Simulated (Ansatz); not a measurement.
# Nudged elastic band of AlH₃ClO₂F

System: AlH₃ClO₂F.
Method: RKS PBE-D4/6-31G* (Ansatz 0.2.0).

It belongs to a series of runs on one base structure; here: band between the two ends. Figures and captions count atoms from 1; the log counts them from 0 in places.

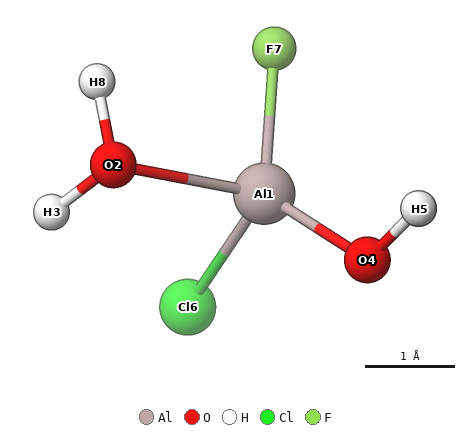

**Figure 1.** The structure as given in the input (ball-and-stick view, seen at a tilt; atoms are numbered from 1 in the order of the input). Sticks mark near contacts.

**Input file**
```yaml
crystal:
  periodic: [false, false, false]
  atoms:
    - { symbol: Al, position_ang: [0.054885, 0.388585, -0.117529] }
    - { symbol: O, position_ang: [-0.105321, -0.009057, 1.842033] }
    - { symbol: H, position_ang: [-1.022425, -0.333733, 1.993539] }
    - { symbol: O, position_ang: [1.239894, -0.627257, -0.842039] }
    - { symbol: H, position_ang: [2.162061, -0.316059, -0.841619] }
    - { symbol: Cl, position_ang: [-1.97415, -0.096466, -0.602187] }
    - { symbol: F, position_ang: [0.396625, 2.006172, 0.217542] }
    - { symbol: H, position_ang: [-0.06087, 0.894416, 2.23116] }
basis:
  gaussian: { orbitals: "6-31G*" }
hamiltonian:
  xc: pbe
  dispersion: d4
neb:
  order_check: false
  images: 7
  f_tol: 0.05
  max_iterations: 60
  final_atoms:
    - { symbol: Al, position_ang: [0.18203437, 0.52438011, -0.04194401] }
    - { symbol: O, position_ang: [-0.09676597, 0.02995225, 1.87815285] }
    - { symbol: H, position_ang: [-1.01005838, -0.33207784, 1.94334576] }
    - { symbol: O, position_ang: [1.64218475, -0.17740846, -0.6204269] }
    - { symbol: H, position_ang: [1.56391202, -0.95122925, -1.20514679] }
    - { symbol: Cl, position_ang: [-1.69903691, -0.25599021, -0.74218062] }
    - { symbol: F, position_ang: [0.22417715, 2.15812213, 0.35107195] }
    - { symbol: H, position_ang: [-0.11574802, 0.91085225, 2.31802778] }
  initial_path:
    images:
      - { positions_ang: [[0.054885, 0.388585, -0.117529], [-0.105321, -0.009057, 1.842033], [-1.022425, -0.333733, 1.993539], [1.239894, -0.627257, -0.842039], [2.162061, -0.316059, -0.841619], [-1.97415, -0.096466, -0.602187], [0.396625, 2.006172, 0.217542], [-0.06087, 0.894416, 2.23116]] }
      - { positions_ang: [[0.04383285, 0.29465215, -0.09011257], [-0.08587565, -0.01831106, 1.91176937], [-1.00196908, -0.3362233, 2.10356244], [1.32188163, -0.45810309, -0.84887511], [2.09111514, -0.46093214, -0.89245183], [-1.95564815, -0.0651462, -0.74097283], [0.31574848, 1.9750798, 0.33136451], [-0.03838622, 0.97558484, 2.10661602]] }
      - { positions_ang: [[0.0327807, 0.2007193, -0.06269614], [-0.06643031, -0.02756512, 1.98150573], [-0.98151316, -0.3387136, 2.21358589], [1.40386927, -0.28894919, -0.85571123], [2.02016928, -0.60580527, -0.94328466], [-1.9371463, -0.0338264, -0.87975866], [0.23487196, 1.94398761, 0.44518703], [-0.01590244, 1.05675367, 1.98207204]] }
      - { positions_ang: [[0.02172855, 0.10678645, -0.03527971], [-0.04698496, -0.03681919, 2.0512421], [-0.96105724, -0.3412039, 2.32360933], [1.4858569, -0.11979528, -0.86254734], [1.94922342, -0.75067841, -0.99411749], [-1.91864445, -0.0025066, -1.0185445], [0.15399544, 1.91289541, 0.55900954], [0.00658134, 1.13792251, 1.85752807]] }
      - { positions_ang: [[0.0106764, 0.01285361, -0.00786328], [-0.02753962, -0.04607325, 2.12097846], [-0.94060132, -0.3436942, 2.43363278], [1.56784454, 0.04935863, -0.86938345], [1.87827756, -0.89555155, -1.04495032], [-1.9001426, 0.0288132, -1.15733033], [0.07311892, 1.88180322, 0.67283205], [0.02906513, 1.21909134, 1.73298409]] }
      - { positions_ang: [[0.05351589, 0.14073523, -0.01638346], [-0.04484621, -0.02706687, 2.06027206], [-0.95796559, -0.34079011, 2.31106102], [1.58642959, -0.00733314, -0.80714432], [1.79968618, -0.90947097, -1.08499944], [-1.84986618, -0.04238765, -1.0535429], [0.11088348, 1.95088295, 0.59239202], [-0.00713816, 1.14203157, 1.87924501]] }
      - { positions_ang: [[0.09635538, 0.26861686, -0.02490365], [-0.0621528, -0.0080605, 1.99956566], [-0.97532985, -0.33788602, 2.18848927], [1.60501464, -0.06402491, -0.74490518], [1.72109479, -0.9233904, -1.12504856], [-1.79958975, -0.1135885, -0.94975548], [0.14864803, 2.01996268, 0.511952], [-0.04334145, 1.0649718, 2.02550593]] }
      - { positions_ang: [[0.13919488, 0.39649848, -0.03342383], [-0.07945938, 0.01094588, 1.93885925], [-0.99269412, -0.33498193, 2.06591751], [1.6235997, -0.12071668, -0.68266604], [1.6425034, -0.93730982, -1.16509767], [-1.74931333, -0.18478935, -0.84596805], [0.18641259, 2.08904241, 0.43151197], [-0.07954474, 0.98791203, 2.17176686]] }
      - { positions_ang: [[0.18203437, 0.52438011, -0.04194401], [-0.09676597, 0.02995225, 1.87815285], [-1.01005838, -0.33207784, 1.94334576], [1.64218475, -0.17740846, -0.6204269], [1.56391202, -0.95122925, -1.20514679], [-1.69903691, -0.25599021, -0.74218062], [0.22417715, 2.15812213, 0.35107195], [-0.11574802, 0.91085225, 2.31802778]] }
```

Machine: 2 threads of Arm Neoverse V2, 24 GiB of memory available, shared host.

Launch command:
```bash
ansatz run input.yaml --threads 2 --pin off --max-ram 3072MiB --backend cpu --events-out ev --progress --plain --runs-dir out
```

**Log**
```
Engine: ansatz 0.2.0, aarch64-unknown-linux-gnu
Functional definition: PBE
  parameter kappa = 0.804
  parameter beta = 0.06672455060314922
  exchange = pbe_x(kappa = kappa, mu = beta*pi^2/3)
  correlation = pbe_c(beta = beta)
969 factors; their error is unknown
mean field evaluation 1: about -25957.6355 eV, gradient 8.0e1 eV
mean field evaluation 2: about -25901.8266 eV, gradient 1.8e2 eV
mean field evaluation 4: about -25968.2056 eV, gradient 1.4e1 eV
mean field evaluation 8: about -25968.4860 eV, gradient 1.2e-1 eV
mean field evaluation 16: about -25968.4525 eV, gradient 1.0e-4 eV
mean field -25968.45252767 eV, -954.3230283424 hartree, gradient 2.2e-5 eV, S^2 0.000000; 0 other end points of the search recorded, 0 dependent functions left out
the calculation of the forces begins
reference -25968.45257534 eV, -954.3230300945 hartree; 29, 29 occupied and 60, 60 virtual orbitals, 969 factors
969 factors; their error is unknown
mean field evaluation 32: about -25968.4678 eV, gradient 5.4e-4 eV
mean field -25968.46777187 eV, -954.3235885567 hartree, gradient 1.6e-5 eV, S^2 0.000000; 0 other end points of the search recorded, 0 dependent functions left out
[... from here on the field's lines of each further geometry are left out, up to the last ...]
NEB iter   1: max|band force component| = 3.393e1 eV/Å  barrier→ = 4.2611 eV  barrier← = 4.2763 eV  Δτ_max = 0.2000 Å  (242 SCF iters)
NEB iter   2: max|band force component| = 1.986e0 eV/Å  barrier→ = 0.9065 eV  barrier← = 0.9218 eV  Δτ_max = 0.2000 Å  (216 SCF iters)
NEB iter   3: max|band force component| = 1.259e0 eV/Å  barrier→ = 0.6151 eV  barrier← = 0.6304 eV  Δτ_max = 0.1977 Å  (201 SCF iters)
NEB iter   4: max|band force component| = 1.630e0 eV/Å  barrier→ = 0.5625 eV  barrier← = 0.5778 eV  Δτ_max = 0.0990 Å  (202 SCF iters)
NEB iter   5: max|band force component| = 1.373e0 eV/Å  barrier→ = 0.4053 eV  barrier← = 0.4205 eV  Δτ_max = 0.1013 Å  (195 SCF iters)
NEB iter   6: max|band force component| = 1.055e0 eV/Å  barrier→ = 0.2180 eV  barrier← = 0.2332 eV  Δτ_max = 0.2000 Å  (193 SCF iters)
NEB iter   7: max|band force component| = 9.807e-1 eV/Å  barrier→ = 0.1794 eV  barrier← = 0.1947 eV  Δτ_max = 0.1008 Å  (213 SCF iters)
NEB iter   8: max|band force component| = 6.475e-1 eV/Å  barrier→ = 0.1186 eV  barrier← = 0.1338 eV  Δτ_max = 0.1036 Å  (193 SCF iters)
NEB iter   9: max|band force component| = 8.132e-1 eV/Å  barrier→ = 0.0983 eV  barrier← = 0.1136 eV  Δτ_max = 0.0500 Å  (195 SCF iters)
NEB iter  10: max|band force component| = 5.291e-1 eV/Å  barrier→ = 0.0803 eV  barrier← = 0.0955 eV  Δτ_max = 0.0999 Å  (187 SCF iters)
NEB iter  11: max|band force component| = 6.085e-1 eV/Å  barrier→ = 0.0839 eV  barrier← = 0.0991 eV  Δτ_max = 0.1961 Å  (191 SCF iters)
NEB iter  12: max|band force component| = 5.907e-1 eV/Å  barrier→ = 0.1215 eV  barrier← = 0.1368 eV  Δτ_max = 0.1955 Å  (195 SCF iters)
NEB iter  13: max|band force component| = 4.216e-1 eV/Å  barrier→ = 0.0829 eV  barrier← = 0.0982 eV  CI = image 3  Δτ_max = 0.1252 Å  (193 SCF iters)
NEB iter  14: max|band force component| = 1.411e-1 eV/Å  barrier→ = 0.0755 eV  barrier← = 0.0907 eV  CI = image 3  Δτ_max = 0.0818 Å  (191 SCF iters)
NEB iter  15: max|band force component| = 1.121e-1 eV/Å  barrier→ = 0.0731 eV  barrier← = 0.0883 eV  CI = image 3  Δτ_max = 0.0382 Å  (189 SCF iters)
NEB iter  16: max|band force component| = 6.761e-2 eV/Å  barrier→ = 0.0727 eV  barrier← = 0.0880 eV  CI = image 3  Δτ_max = 0.0362 Å  (185 SCF iters)
NEB iter  17: max|band force component| = 7.650e-2 eV/Å  barrier→ = 0.0723 eV  barrier← = 0.0875 eV  CI = image 3  Δτ_max = 0.0158 Å  (185 SCF iters)
the calculation of the forces begins
reference -25968.46134725 eV, -954.3233524562 hartree; 29, 29 occupied and 60, 60 virtual orbitals, 969 factors
969 factors; their error is unknown
mean field -25968.38001854 eV, -954.3203636813 hartree, gradient 2.0e-5 eV, S^2 0.000000; 1 other end points of the search recorded, 0 dependent functions left out
the calculation of the forces begins
reference -25968.38006600 eV, -954.3203654252 hartree; 29, 29 occupied and 60, 60 virtual orbitals, 969 factors
NEB iter  18: max|band force component| = 1.660e-2 eV/Å  barrier→ = 0.0722 eV  barrier← = 0.0875 eV  CI = image 3  Δτ_max = 0.0000 Å  (366 SCF iters)
```

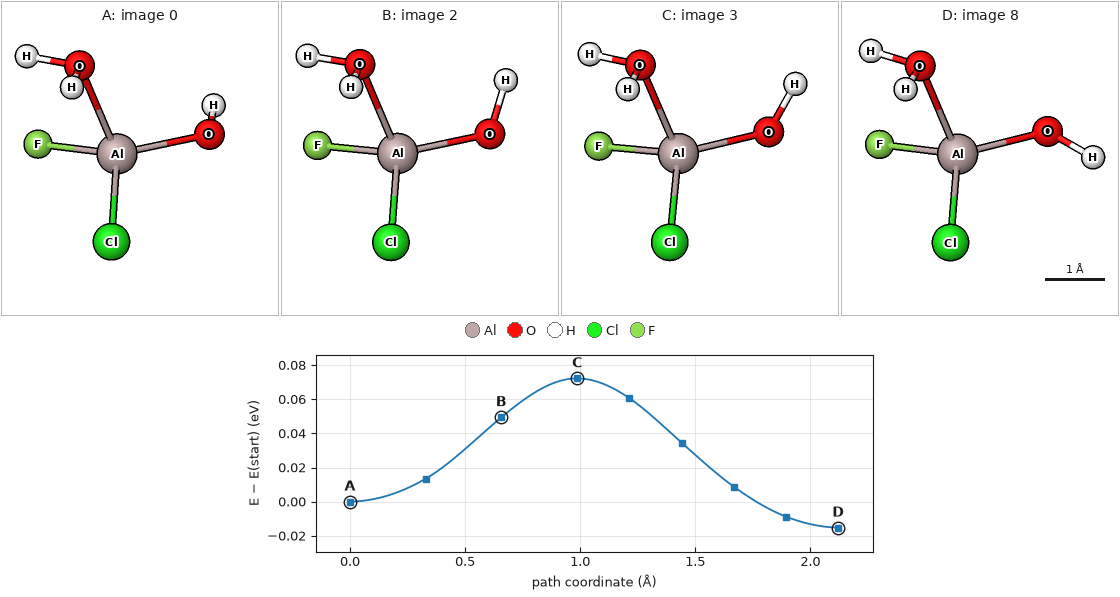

**Figure 2.** Images of the last band (counted from 0; ball-and-stick, seen at a tilt) above the energy along the path; the line is a cubic interpolation that uses the forces. The highest image is number 3, 0.072 eV above the start and 0.087 eV above the end (the climbing image); the end lies 0.015 eV below the start. The path is 2.12 Å long. The band converged in 18 iterations.

```
Total energy: -25968.53739908 eV, -954.3261473093 hartree
Atom 0 at     0.057412     0.546560    -0.153417 Å, force    -0.007600    -0.006808    -0.016128 eV/Å
Atom 1 at    -0.013373    -0.076511     1.754995 Å, force     0.001636     0.002313     0.003503 eV/Å
Atom 2 at    -0.926168    -0.425468     1.882722 Å, force     0.000693     0.000806    -0.002742 eV/Å
Atom 3 at     1.379604    -0.182306    -0.975804 Å, force     0.002459     0.001473    -0.001643 eV/Å
Atom 4 at     1.929851    -0.843744    -0.524998 Å, force     0.001523    -0.002514     0.003246 eV/Å
Atom 5 at    -1.940149    -0.056364    -0.660410 Å, force    -0.001501    -0.001588     0.001934 eV/Å
Atom 6 at     0.189438     2.151222     0.338940 Å, force     0.003176     0.006384     0.007844 eV/Å
Atom 7 at     0.014084     0.793213     2.218872 Å, force    -0.000387    -0.000065     0.003985 eV/Å
Dipole moment:     0.109451    -0.332770     1.038528 e Å
this run last wrote the band of iteration 18 to [file]
```

**The last band as extended XYZ (Å, eV, eV/Å)**
```
8
Properties=species:S:1:pos:R:3:forces:R:3 image=0 energy=-25968.60956
Al    0.0549    0.3886   -0.1175    0.0015  -0.0037  -0.0046
O    -0.1053   -0.0091    1.8420   -0.0029  -0.0038   0.0021
H    -1.0224   -0.3337    1.9935    0.0027   0.0010  -0.0002
O     1.2399   -0.6273   -0.8420   -0.0008   0.0046   0.0047
H     2.1621   -0.3161   -0.8416   -0.0017   0.0014  -0.0006
Cl   -1.9742   -0.0965   -0.6022    0.0003   0.0018   0.0017
F     0.3966    2.0062    0.2175    0.0019  -0.0016  -0.0026
H    -0.0609    0.8944    2.2312   -0.0010   0.0003  -0.0005
8
Properties=species:S:1:pos:R:3:forces:R:3 image=1 energy=-25968.59613
Al    0.0338    0.4464   -0.1468   -0.0069  -0.0090  -0.0040
O    -0.0435   -0.0213    1.8036   -0.0097   0.0031  -0.0007
H    -0.9349   -0.4054    1.9674   -0.0097   0.0000   0.0065
O     1.2121   -0.5282   -0.9329   -0.0071  -0.0433   0.0111
H     2.1404   -0.4570   -0.6514    0.0193   0.0526  -0.0283
Cl   -1.9914   -0.0651   -0.6124   -0.0009   0.0066   0.0045
F     0.3196    2.0630    0.2403    0.0275  -0.0139   0.0023
H    -0.0454    0.8743    2.2132   -0.0125   0.0040   0.0086
8
Properties=species:S:1:pos:R:3:forces:R:3 image=2 energy=-25968.56011
Al    0.0345    0.5059   -0.1566   -0.0196  -0.0195  -0.0112
O    -0.0107   -0.0574    1.7709    0.0004   0.0016  -0.0044
H    -0.9083   -0.4350    1.9184   -0.0069  -0.0059   0.0042
O     1.2602   -0.3543   -0.9990   -0.0372  -0.0658  -0.0222
H     2.0647   -0.6390   -0.5354    0.0508   0.0727   0.0120
Cl   -1.9783   -0.0528   -0.6327   -0.0075   0.0180   0.0053
F     0.2344    2.1155    0.3030    0.0342  -0.0054   0.0093
H    -0.0057    0.8237    2.2123   -0.0141   0.0044   0.0069
8
Properties=species:S:1:pos:R:3:forces:R:3 image=3 energy=-25968.53735
Al    0.0574    0.5466   -0.1534   -0.0076  -0.0068  -0.0161
O    -0.0134   -0.0765    1.7550    0.0016   0.0023   0.0035
H    -0.9262   -0.4255    1.8827    0.0007   0.0008  -0.0027
O     1.3796   -0.1823   -0.9758    0.0025   0.0015  -0.0016
H     1.9299   -0.8437   -0.5250    0.0015  -0.0025   0.0032
Cl   -1.9401   -0.0564   -0.6604   -0.0015  -0.0016   0.0019
F     0.1894    2.1512    0.3389    0.0032   0.0064   0.0078
H     0.0141    0.7932    2.2189   -0.0004  -0.0001   0.0040
8
Properties=species:S:1:pos:R:3:forces:R:3 image=4 energy=-25968.54892
Al    0.0744    0.5633   -0.1399    0.0025   0.0000   0.0012
O    -0.0241   -0.0773    1.7598    0.0032  -0.0009   0.0114
H    -0.9427   -0.4136    1.8783   -0.0061   0.0096   0.0009
O     1.4658   -0.0891   -0.9094    0.0423   0.0403   0.0178
H     1.8384   -0.9381   -0.6206   -0.0421  -0.0453  -0.0336
Cl   -1.9021   -0.0906   -0.6773    0.0123  -0.0216  -0.0042
F     0.1634    2.1696    0.3497   -0.0134   0.0146   0.0001
H     0.0176    0.7824    2.2404    0.0013   0.0033   0.0064
8
Properties=species:S:1:pos:R:3:forces:R:3 image=5 energy=-25968.57499
Al    0.0931    0.5654   -0.1238    0.0049  -0.0032   0.0093
O    -0.0355   -0.0559    1.7795   -0.0064   0.0068   0.0124
H    -0.9581   -0.3824    1.8921   -0.0092   0.0139   0.0068
O     1.5358   -0.0516   -0.8259    0.0466   0.0257   0.0394
H     1.7505   -0.9962   -0.7493   -0.0522  -0.0317  -0.0710
Cl   -1.8549   -0.1538   -0.6901    0.0294  -0.0290  -0.0070
F     0.1443    2.1807    0.3342   -0.0112   0.0119  -0.0011
H     0.0155    0.8003    2.2642   -0.0018   0.0058   0.0112
8
Properties=species:S:1:pos:R:3:forces:R:3 image=6 energy=-25968.60081
Al    0.1190    0.5608   -0.1008    0.0100  -0.0072   0.0161
O    -0.0566   -0.0319    1.8065   -0.0098   0.0056   0.0154
H    -0.9834   -0.3490    1.9079   -0.0077   0.0124   0.0075
O     1.5873   -0.0594   -0.7465    0.0251   0.0016   0.0300
H     1.6705   -1.0153   -0.9033   -0.0343  -0.0057  -0.0688
Cl   -1.7992   -0.2027   -0.7107    0.0268  -0.0243  -0.0086
F     0.1531    2.1822    0.3338   -0.0027   0.0078  -0.0011
H     0.0001    0.8218    2.2940   -0.0075   0.0099   0.0094
8
Properties=species:S:1:pos:R:3:forces:R:3 image=7 energy=-25968.61837
Al    0.1505    0.5456   -0.0720    0.0055  -0.0011   0.0098
O    -0.0810   -0.0036    1.8414   -0.0051   0.0069   0.0094
H    -1.0085   -0.3237    1.9236   -0.0039   0.0039   0.0054
O     1.6229   -0.1044   -0.6784    0.0119  -0.0070   0.0140
H     1.6089   -0.9985   -1.0612   -0.0158   0.0055  -0.0387
Cl   -1.7427   -0.2401   -0.7306    0.0136  -0.0125  -0.0034
F     0.1815    2.1730    0.3424    0.0027  -0.0033   0.0001
H    -0.0409    0.8583    2.3157   -0.0090   0.0076   0.0035
8
Properties=species:S:1:pos:R:3:forces:R:3 image=8 energy=-25968.62483
Al    0.1820    0.5244   -0.0419   -0.0093   0.0097  -0.0064
O    -0.0968    0.0300    1.8782   -0.0141   0.0026   0.0010
H    -1.0101   -0.3321    1.9433    0.0062  -0.0042  -0.0033
O     1.6422   -0.1774   -0.6204    0.0126  -0.0085   0.0022
H     1.5639   -0.9512   -1.2051   -0.0015   0.0021  -0.0023
Cl   -1.6990   -0.2560   -0.7422    0.0018   0.0004   0.0059
F     0.2242    2.1581    0.3511   -0.0022  -0.0056   0.0033
H    -0.1157    0.9109    2.3180    0.0065   0.0035  -0.0003
```

**Results in brief**

```json
{"quantity": "outcome", "value": "converged"}
{"quantity": "barrier, forward", "value": "0.072 eV"}
{"quantity": "barrier, backward", "value": "0.087 eV"}
{"quantity": "wall time", "value": "3 min (CPU time 5.7 min)"}
{"quantity": "peak memory", "value": "0.13 GiB"}
```

**Remarks**

The order of the saddle point was not checked.
